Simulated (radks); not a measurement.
**Shell filling in a jellium sphere with rs = 2.86 bohr, N = 26 to 29**

Which level does each new electron take in a jellium sphere with rs = 2.86 bohr, and at which counts is the cluster hardest to charge further? Each count tries a few candidate levels and keeps the lowest. The background charge grows with the count, so each cluster is neutral; its cation and anion are computed too.

The numbers are computed with radks (version 2): non-relativistic spin-polarised Kohn-Sham, LDA (Slater exchange, Perdew-Wang correlation), spherically averaged shells.

## (1) The system

| Property | Result |
| --- | --- |
| well | a jellium sphere with rs = 2.86 bohr |
| functional | LDA (Slater exchange, Perdew-Wang correlation) |
| levels | named by radial order: 1s, 1p, 1d, 2s, 1f and so on |
| units | hartree and bohr; summary energies in eV |
| configuration carried in | 1s2 1p6 1d10 2s2 1f(up 5, down 0) (N = 25, energy -1.362970) |

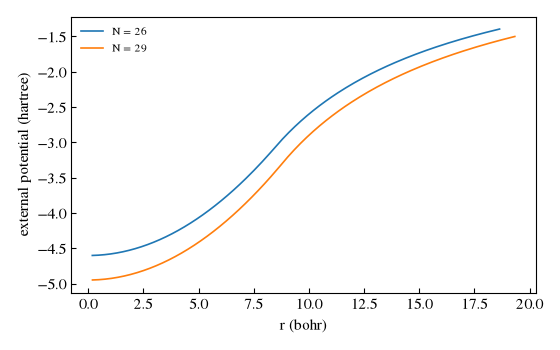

The external potential that the electrons feel, for the smallest and largest background.

## (2) N = 26

Candidate: add 1f up. Settings:

```ini
kind = jellium
xc = PW
rs = 2.86  # bohr
electrons = 26
background = 26  # e
configuration = 1s2 1p6 1d10 2s2 1f(up 6, down 0)
```

Started as:

```
$ python run_model.py task.json out
```

task.json names the series; the program runs every candidate in turn, and a move starts from the lowest state found so far. In the records, mag is the spin moment and err the last SCF error.

The program writes no log. Results of the run, from its result record (rounded, main fields):

```text
{
  "status": "converged",
  "energy_total [hartree]": -1.42340438,
  "energy_kinetic [hartree]": 3.094027,
  "energy_external [hartree]": -93.59156,
  "energy_hartree [hartree]": 45.83359,
  "energy_xc [hartree]": -4.630641,
  "energy_background [hartree]": 47.87118,
  "orbitals [level, occupation, hartree, mean radius in bohr]": [
    ["1s up", 1, -0.298284, 5.12303],
    ["1p up", 3, -0.248985, 6.13858],
    ["1d up", 5, -0.188253, 6.87495],
    ["2s up", 1, -0.162687, 5.81388],
    ["1f up", 6, -0.118781, 7.55454],
    ["1s down", 1, -0.287922, 4.88432],
    ["1p down", 3, -0.233767, 6.01827],
    ["1d down", 5, -0.170633, 6.84175],
    ["2s down", 1, -0.152686, 5.94992]
  ],
  "r2_mean [bohr^2]": 47.93696,
  "mag [bohr magneton]": 6,
  "err": 1.4e-09,
  "spill_out [electrons]": 4.342644
}
```

Candidate: add 1f down. Changed: configuration = 1s2 1p6 1d10 2s2 1f(up 5, down 1).

Result:

```text
{
  "status": "converged",
  "energy_total [hartree]": -1.40828578,
  "energy_kinetic [hartree]": 3.090167,
  "energy_external [hartree]": -93.57484,
  "energy_hartree [hartree]": 45.81801,
  "energy_xc [hartree]": -4.612806,
  "energy_background [hartree]": 47.87118,
  "orbitals [level, occupation, hartree, mean radius in bohr]": [
    ["1s up", 1, -0.297347, 5.08484],
    ["1p up", 3, -0.247307, 6.11953],
    ["1d up", 5, -0.1862, 6.86839],
    ["2s up", 1, -0.161893, 5.83119],
    ["1f up", 5, -0.116605, 7.55914],
    ["1s down", 1, -0.290441, 4.92699],
    ["1p down", 3, -0.237196, 6.04076],
    ["1d down", 5, -0.174517, 6.84738],
    ["2s down", 1, -0.155288, 5.92206],
    ["1f down", 1, -0.104553, 7.59353]
  ],
  "r2_mean [bohr^2]": 47.98189,
  "mag [bohr magneton]": 4,
  "err": 1.2e-09,
  "spill_out [electrons]": 4.356586
}
```

Candidate: add 2p up. Changed: configuration = 1s2 1p6 1d10 2s2 1f(up 5, down 0) 2p(up 1, down 0).

Result:

```text
{
  "status": "converged",
  "energy_total [hartree]": -1.39199048,
  "energy_kinetic [hartree]": 3.075463,
  "energy_external [hartree]": -93.45033,
  "energy_hartree [hartree]": 45.70854,
  "energy_xc [hartree]": -4.596848,
  "energy_background [hartree]": 47.87118,
  "orbitals [level, occupation, hartree, mean radius in bohr]": [
    ["1s up", 1, -0.301605, 5.18615],
    ["1p up", 3, -0.253489, 6.15658],
    ["1d up", 5, -0.193108, 6.87888],
    ["2s up", 1, -0.164604, 5.8328],
    ["1f up", 5, -0.12371, 7.5512],
    ["2p up", 1, -0.0915817, 7.33373],
    ["1s down", 1, -0.28848, 5.06791],
    ["1p down", 3, -0.23809, 6.09713],
    ["1d down", 5, -0.176534, 6.86172],
    ["2s down", 1, -0.152028, 5.90185]
  ],
  "r2_mean [bohr^2]": 48.36304,
  "mag [bohr magneton]": 6,
  "err": 1.4e-09,
  "spill_out [electrons]": 4.544995
}
```

Candidate: move 1f up to 1f down: the same state as a run above.

The cation, at the same background. Changed: electrons = 25, configuration = 1s2 1p6 1d10 2s2 1f(up 5, down 0).

Result:

```text
{
  "status": "converged",
  "energy_total [hartree]": -1.25410043,
  "energy_kinetic [hartree]": 3.017125,
  "energy_external [hartree]": -90.80751,
  "energy_hartree [hartree]": 43.13638,
  "energy_xc [hartree]": -4.471277,
  "energy_background [hartree]": 47.87118,
  "orbitals [level, occupation, hartree, mean radius in bohr]": [
    ["1s up", 1, -0.402754, 5.11657],
    ["1p up", 3, -0.353334, 6.09146],
    ["1d up", 5, -0.291659, 6.79127],
    ["2s up", 1, -0.263445, 5.66663],
    ["1f up", 5, -0.220426, 7.41543],
    ["1s down", 1, -0.39343, 4.91657],
    ["1p down", 3, -0.339935, 5.9926],
    ["1d down", 5, -0.276227, 6.76178],
    ["2s down", 1, -0.254875, 5.77809]
  ],
  "r2_mean [bohr^2]": 46.15306,
  "mag [bohr magneton]": 5,
  "err": 1e-09,
  "spill_out [electrons]": 3.662355
}
```

The anion, at the same background. Changed: electrons = 27, configuration = 1s2 1p6 1d10 2s2 1f(up 7, down 0).

Result:

```text
{
  "status": "converged",
  "energy_total [hartree]": -1.4930256,
  "energy_kinetic [hartree]": 3.155228,
  "energy_external [hartree]": -96.25512,
  "energy_hartree [hartree]": 48.51549,
  "energy_xc [hartree]": -4.779806,
  "energy_background [hartree]": 47.87118,
  "orbitals [level, occupation, hartree, mean radius in bohr]": [
    ["1s up", 1, -0.198254, 5.12118],
    ["1p up", 3, -0.148923, 6.17879],
    ["1d up", 5, -0.0889891, 6.95858],
    ["2s up", 1, -0.0660238, 5.98667],
    ["1f up", 7, -0.0212573, 7.72027],
    ["1s down", 1, -0.187132, 4.84633],
    ["1p down", 3, -0.132189, 6.03646],
    ["1d down", 5, -0.0694921, 6.92342],
    ["2s down", 1, -0.0546897, 6.14854]
  ],
  "r2_mean [bohr^2]": 49.9502,
  "mag [bohr magneton]": 7,
  "err": 9.3e-11,
  "spill_out [electrons]": 5.111071
}
```

| candidate | configuration | above the lowest (eV) |
| --- | --- | --- |
| add 1f up | 1s2 1p6 1d10 2s2 1f(up 6, down 0) | lowest |
| add 1f down | 1s2 1p6 1d10 2s2 1f(up 5, down 1) | 0.411 |
| add 2p up | 1s2 1p6 1d10 2s2 1f(up 5, down 0) 2p(up 1, down 0) | 0.855 |
| move 1f up to 1f down | 1s2 1p6 1d10 2s2 1f(up 5, down 1) | 0.411 |

Lowest: 1s2 1p6 1d10 2s2 1f(up 6, down 0).

From the same record, its empty bound levels (hartree) and its density (bohr, e/bohr³):

```text
empty: [["2p up", -0.088046], ["1g up", -0.044089], ["2d up", -0.02633], ["1f down", -0.10058], ["2p down", -0.0786], ["1g down", -0.027164], ["2d down", -0.018819]]
r: [0.2769, 0.9729, 1.669, 2.365, 3.061, 3.757, 4.452, 5.148, 5.844, 6.54, 7.236, 7.932, 8.628, 9.324, 10.02, 10.72, 11.41, 12.11, 12.8, 13.5]
n: [0.01335, 0.01259, 0.01129, 0.01001, 0.00928, 0.009354, 0.01007, 0.01089, 0.0111, 0.0102, 0.008166, 0.005593, 0.003288, 0.001726, 0.0008439, 0.0003921, 0.0001789, 7.906e-05, 3.491e-05, 1.512e-05]
```

## (3) Electron number 27

Candidate: add 1f up. Settings:

```ini
kind = jellium
xc = PW
rs = 2.86  # bohr
electrons = 27
background = 27  # e
configuration = 1s2 1p6 1d10 2s2 1f(up 7, down 0)
```

The program writes no log. Results of the run, from its result record (rounded, main fields):

```text
{
  "status": "converged",
  "energy_total [hartree]": -1.48915029,
  "energy_kinetic [hartree]": 3.225623,
  "energy_external [hartree]": -99.74067,
  "energy_hartree [hartree]": 48.87589,
  "energy_xc [hartree]": -4.829013,
  "energy_background [hartree]": 50.97902,
  "orbitals [level, occupation, hartree, mean radius in bohr]": [
    ["1s up", 1, -0.300155, 5.15642],
    ["1p up", 3, -0.251499, 6.18895],
    ["1d up", 5, -0.191754, 6.92697],
    ["2s up", 1, -0.167107, 5.82609],
    ["1f up", 7, -0.12331, 7.59709],
    ["1s down", 1, -0.288486, 4.87715],
    ["1p down", 3, -0.234219, 6.04908],
    ["1d down", 5, -0.171741, 6.88923],
    ["2s down", 1, -0.155722, 5.98855]
  ],
  "r2_mean [bohr^2]": 48.97568,
  "mag [bohr magneton]": 7,
  "err": 1.8e-09,
  "spill_out [electrons]": 4.422339
}
```

Candidate: add 1f down. Changed: configuration = 1s2 1p6 1d10 2s2 1f(up 6, down 1).

Result:

```text
{
  "status": "converged",
  "energy_total [hartree]": -1.47149699,
  "energy_kinetic [hartree]": 3.221284,
  "energy_external [hartree]": -99.72169,
  "energy_hartree [hartree]": 48.85818,
  "energy_xc [hartree]": -4.808295,
  "energy_background [hartree]": 50.97902,
  "orbitals [level, occupation, hartree, mean radius in bohr]": [
    ["1s up", 1, -0.299357, 5.11828],
    ["1p up", 3, -0.249979, 6.17009],
    ["1d up", 5, -0.18987, 6.92038],
    ["2s up", 1, -0.166448, 5.84323],
    ["1f up", 6, -0.121303, 7.6009],
    ["1s down", 1, -0.291024, 4.92044],
    ["1p down", 3, -0.237678, 6.07205],
    ["1d down", 5, -0.175656, 6.89481],
    ["2s down", 1, -0.158394, 5.95941],
    ["1f down", 1, -0.106646, 7.64219]
  ],
  "r2_mean [bohr^2]": 49.02385,
  "mag [bohr magneton]": 5,
  "err": 1.6e-09,
  "spill_out [electrons]": 4.438165
}
```

Candidate: add 2p up. Changed: configuration = 1s2 1p6 1d10 2s2 1f(up 6, down 0) 2p(up 1, down 0).

Result:

```text
{
  "status": "converged",
  "energy_total [hartree]": -1.45747054,
  "energy_kinetic [hartree]": 3.209188,
  "energy_external [hartree]": -99.60709,
  "energy_hartree [hartree]": 48.75688,
  "energy_xc [hartree]": -4.795471,
  "energy_background [hartree]": 50.97902,
  "orbitals [level, occupation, hartree, mean radius in bohr]": [
    ["1s up", 1, -0.303043, 5.22385],
    ["1p up", 3, -0.255622, 6.20887],
    ["1d up", 5, -0.196256, 6.93189],
    ["2s up", 1, -0.168602, 5.84213],
    ["1f up", 6, -0.127903, 7.59414],
    ["2p up", 1, -0.095462, 7.28353],
    ["1s down", 1, -0.288351, 5.07044],
    ["1p down", 3, -0.238026, 6.13364],
    ["1d down", 5, -0.177206, 6.91217],
    ["2s down", 1, -0.154651, 5.93419]
  ],
  "r2_mean [bohr^2]": 49.3548,
  "mag [bohr magneton]": 7,
  "err": 1.7e-09,
  "spill_out [electrons]": 4.617675
}
```

Candidate: move 1f up to 1f down: the same state as a run above.

The cation, at the same background. Changed: electrons = 26, configuration = 1s2 1p6 1d10 2s2 1f(up 6, down 0).

Result:

```text
{
  "status": "converged",
  "energy_total [hartree]": -1.3156332,
  "energy_kinetic [hartree]": 3.151693,
  "energy_external [hartree]": -96.87624,
  "energy_hartree [hartree]": 46.0977,
  "energy_xc [hartree]": -4.66781,
  "energy_background [hartree]": 50.97902,
  "orbitals [level, occupation, hartree, mean radius in bohr]": [
    ["1s up", 1, -0.403769, 5.15127],
    ["1p up", 3, -0.355018, 6.14364],
    ["1d up", 5, -0.294388, 6.84647],
    ["2s up", 1, -0.267238, 5.68616],
    ["1f up", 6, -0.224295, 7.46506],
    ["1s down", 1, -0.393, 4.91061],
    ["1p down", 3, -0.339411, 6.02544],
    ["1d down", 5, -0.276407, 6.81196],
    ["2s down", 1, -0.257223, 5.8232]
  ],
  "r2_mean [bohr^2]": 47.23969,
  "mag [bohr magneton]": 6,
  "err": 9.7e-10,
  "spill_out [electrons]": 3.747328
}
```

The anion, at the same background. Changed: electrons = 28, configuration = 1s2 1p6 1d10 2s2 1f(up 7, down 1).

Result:

```text
{
  "status": "converged",
  "energy_total [hartree]": -1.54407262,
  "energy_kinetic [hartree]": 3.279395,
  "energy_external [hartree]": -102.4611,
  "energy_hartree [hartree]": 51.6154,
  "energy_xc [hartree]": -4.956791,
  "energy_background [hartree]": 50.97902,
  "orbitals [level, occupation, hartree, mean radius in bohr]": [
    ["1s up", 1, -0.200327, 5.11629],
    ["1p up", 3, -0.150921, 6.20837],
    ["1d up", 5, -0.0915622, 6.99996],
    ["2s up", 1, -0.0704668, 6.00337],
    ["1f up", 7, -0.0246166, 7.75658],
    ["1s down", 1, -0.191074, 4.88174],
    ["1p down", 3, -0.136946, 6.0892],
    ["1d down", 5, -0.0753217, 6.9725],
    ["2s down", 1, -0.0610576, 6.14575],
    ["1f down", 1, -0.00798456, 7.83384]
  ],
  "r2_mean [bohr^2]": 50.99528,
  "mag [bohr magneton]": 6,
  "err": 8.7e-11,
  "spill_out [electrons]": 5.202806
}
```

| candidate | configuration | above the lowest (eV) |
| --- | --- | --- |
| add 1f up | 1s2 1p6 1d10 2s2 1f(up 7, down 0) | lowest |
| add 1f down | 1s2 1p6 1d10 2s2 1f(up 6, down 1) | 0.480 |
| add 2p up | 1s2 1p6 1d10 2s2 1f(up 6, down 0) 2p(up 1, down 0) | 0.862 |
| move 1f up to 1f down | 1s2 1p6 1d10 2s2 1f(up 6, down 1) | 0.480 |

Kept: 1s2 1p6 1d10 2s2 1f(up 7, down 0).

## (4) N = 28

Candidate: add 1f down. Settings:

```ini
kind = jellium
xc = PW
rs = 2.86  # bohr
electrons = 28
background = 28  # e
configuration = 1s2 1p6 1d10 2s2 1f(up 7, down 1)
```

The program writes no log. Results of the run, from its result record (rounded, main fields):

```text
{
  "status": "converged",
  "energy_total [hartree]": -1.53979116,
  "energy_kinetic [hartree]": 3.349152,
  "energy_external [hartree]": -106.0285,
  "energy_hartree [hartree]": 51.98054,
  "energy_xc [hartree]": -5.005581,
  "energy_background [hartree]": 54.16457,
  "orbitals [level, occupation, hartree, mean radius in bohr]": [
    ["1s up", 1, -0.30112, 5.14925],
    ["1p up", 3, -0.252344, 6.2195],
    ["1d up", 5, -0.193188, 6.97229],
    ["2s up", 1, -0.170701, 5.85913],
    ["1f up", 7, -0.125629, 7.64442],
    ["1s down", 1, -0.291476, 4.91104],
    ["1p down", 3, -0.237978, 6.10196],
    ["1d down", 5, -0.176577, 6.94218],
    ["2s down", 1, -0.161255, 6.00147],
    ["1f down", 1, -0.108503, 7.6921]
  ],
  "r2_mean [bohr^2]": 50.04769,
  "mag [bohr magneton]": 6,
  "err": 4.8e-11,
  "spill_out [electrons]": 4.514527
}
```

Candidate: add 2p up. Changed: configuration = 1s2 1p6 1d10 2s2 1f(up 7, down 0) 2p(up 1, down 0).

Result:

```text
{
  "status": "converged",
  "energy_total [hartree]": -1.52806474,
  "energy_kinetic [hartree]": 3.339386,
  "energy_external [hartree]": -105.923,
  "energy_hartree [hartree]": 51.88666,
  "energy_xc [hartree]": -4.995687,
  "energy_background [hartree]": 54.16457,
  "orbitals [level, occupation, hartree, mean radius in bohr]": [
    ["1s up", 1, -0.304296, 5.25894],
    ["1p up", 3, -0.25751, 6.2599],
    ["1d up", 5, -0.19911, 6.98472],
    ["2s up", 1, -0.17237, 5.85523],
    ["1f up", 7, -0.131779, 7.63872],
    ["2p up", 1, -0.0991938, 7.24223],
    ["1s down", 1, -0.28816, 5.06977],
    ["1p down", 3, -0.237843, 6.16867],
    ["1d down", 5, -0.177719, 6.96237],
    ["2s down", 1, -0.157108, 5.97099]
  ],
  "r2_mean [bohr^2]": 50.33611,
  "mag [bohr magneton]": 8,
  "err": 9.5e-11,
  "spill_out [electrons]": 4.685275
}
```

Candidate: add 2p down. Changed: configuration = 1s2 1p6 1d10 2s2 1f(up 7, down 0) 2p(up 0, down 1).

Result:

```text
{
  "status": "converged",
  "energy_total [hartree]": -1.51780658,
  "energy_kinetic [hartree]": 3.33933,
  "energy_external [hartree]": -105.9097,
  "energy_hartree [hartree]": 51.8735,
  "energy_xc [hartree]": -4.985544,
  "energy_background [hartree]": 54.16457,
  "orbitals [level, occupation, hartree, mean radius in bohr]": [
    ["1s up", 1, -0.301309, 5.33777],
    ["1p up", 3, -0.255918, 6.29282],
    ["1d up", 5, -0.19813, 6.99057],
    ["2s up", 1, -0.168392, 5.81609],
    ["1f up", 7, -0.130906, 7.63066],
    ["1s down", 1, -0.292991, 4.9834],
    ["1p down", 3, -0.240948, 6.1264],
    ["1d down", 5, -0.180018, 6.95388],
    ["2s down", 1, -0.162072, 6.02588],
    ["2p down", 1, -0.0896435, 7.38966]
  ],
  "r2_mean [bohr^2]": 50.3783,
  "mag [bohr magneton]": 6,
  "err": 1.6e-09,
  "spill_out [electrons]": 4.685197
}
```

Candidate: move 1f down to 2p up: the same state as a run above.

Candidate: move 1f up to 1f down. Changed: configuration = 1s2 1p6 1d10 2s2 1f(up 6, down 2).

Result:

```text
{
  "status": "converged",
  "energy_total [hartree]": -1.52556076,
  "energy_kinetic [hartree]": 3.345784,
  "energy_external [hartree]": -106.0137,
  "energy_hartree [hartree]": 51.96675,
  "energy_xc [hartree]": -4.988967,
  "energy_background [hartree]": 54.16457,
  "orbitals [level, occupation, hartree, mean radius in bohr]": [
    ["1s up", 1, -0.300168, 5.11109],
    ["1p up", 3, -0.250671, 6.20092],
    ["1d up", 5, -0.191164, 6.96633],
    ["2s up", 1, -0.169865, 5.87804],
    ["1f up", 6, -0.123497, 7.64895],
    ["1s down", 1, -0.293739, 4.95334],
    ["1p down", 3, -0.241121, 6.12376],
    ["1d down", 5, -0.180141, 6.94714],
    ["2s down", 1, -0.163616, 5.97295],
    ["1f down", 2, -0.112146, 7.68106]
  ],
  "r2_mean [bohr^2]": 50.08305,
  "mag [bohr magneton]": 4,
  "err": 1.9e-09,
  "spill_out [electrons]": 4.526949
}
```

The cation, at the same background. Changed: electrons = 27, configuration = 1s2 1p6 1d10 2s2 1f(up 7, down 0).

Result:

```text
{
  "status": "converged",
  "energy_total [hartree]": -1.38247358,
  "energy_kinetic [hartree]": 3.282767,
  "energy_external [hartree]": -103.1058,
  "energy_hartree [hartree]": 49.14214,
  "energy_xc [hartree]": -4.866136,
  "energy_background [hartree]": 54.16457,
  "orbitals [level, occupation, hartree, mean radius in bohr]": [
    ["1s up", 1, -0.404565, 5.18353],
    ["1p up", 3, -0.356425, 6.1946],
    ["1d up", 5, -0.296792, 6.90128],
    ["2s up", 1, -0.270743, 5.70852],
    ["1f up", 7, -0.227803, 7.51545],
    ["1s down", 1, -0.39248, 4.90179],
    ["1p down", 3, -0.338745, 6.05677],
    ["1d down", 5, -0.276405, 6.86178],
    ["2s down", 1, -0.25934, 5.87207]
  ],
  "r2_mean [bohr^2]": 48.30507,
  "mag [bohr magneton]": 7,
  "err": 1.2e-09,
  "spill_out [electrons]": 3.826995
}
```

The anion, at the same background. Changed: electrons = 29, configuration = 1s2 1p6 1d10 2s2 1f(up 7, down 2).

Result:

```text
{
  "status": "converged",
  "energy_total [hartree]": -1.60073283,
  "energy_kinetic [hartree]": 3.401099,
  "energy_external [hartree]": -108.8292,
  "energy_hartree [hartree]": 54.79963,
  "energy_xc [hartree]": -5.136809,
  "energy_background [hartree]": 54.16457,
  "orbitals [level, occupation, hartree, mean radius in bohr]": [
    ["1s up", 1, -0.202053, 5.10889],
    ["1p up", 3, -0.152531, 6.23748],
    ["1d up", 5, -0.093732, 7.04249],
    ["2s up", 1, -0.074524, 6.02761],
    ["1f up", 7, -0.0275835, 7.79628],
    ["1s down", 1, -0.194583, 4.91399],
    ["1p down", 3, -0.141187, 6.13993],
    ["1d down", 5, -0.0805716, 7.02128],
    ["2s down", 1, -0.0669062, 6.14875],
    ["1f down", 2, -0.0141227, 7.85693]
  ],
  "r2_mean [bohr^2]": 52.01012,
  "mag [bohr magneton]": 5,
  "err": 1.1e-10,
  "spill_out [electrons]": 5.287725
}
```

| candidate | configuration | above the lowest (eV) |
| --- | --- | --- |
| add 1f down | 1s2 1p6 1d10 2s2 1f(up 7, down 1) | lowest |
| add 2p up | 1s2 1p6 1d10 2s2 1f(up 7, down 0) 2p(up 1, down 0) | 0.319 |
| add 2p down | 1s2 1p6 1d10 2s2 1f(up 7, down 0) 2p(up 0, down 1) | 0.598 |
| move 1f down to 2p up | 1s2 1p6 1d10 2s2 1f(up 7, down 0) 2p(up 1, down 0) | 0.319 |
| move 1f up to 1f down | 1s2 1p6 1d10 2s2 1f(up 6, down 2) | 0.387 |

The series goes on from 1s2 1p6 1d10 2s2 1f(up 7, down 1).

From the same record, its empty bound levels (hartree) and its density (bohr, e/bohr³):

```text
empty: [["2p up", -0.095848], ["1g up", -0.052586], ["2d up", -0.031943], ["2p down", -0.087032], ["1g down", -0.036564], ["2d down", -0.024591]]
r: [0.283, 0.994, 1.705, 2.416, 3.127, 3.838, 4.549, 5.26, 5.972, 6.683, 7.394, 8.105, 8.816, 9.527, 10.24, 10.95, 11.66, 12.37, 13.08, 13.79]
n: [0.01328, 0.01248, 0.01112, 0.009792, 0.009047, 0.009163, 0.009973, 0.01091, 0.01125, 0.01043, 0.008392, 0.005746, 0.003353, 0.001735, 0.000831, 0.0003806, 0.0001689, 7.342e-05, 3.155e-05, 1.344e-05]
```

[end of part 1 of 2]
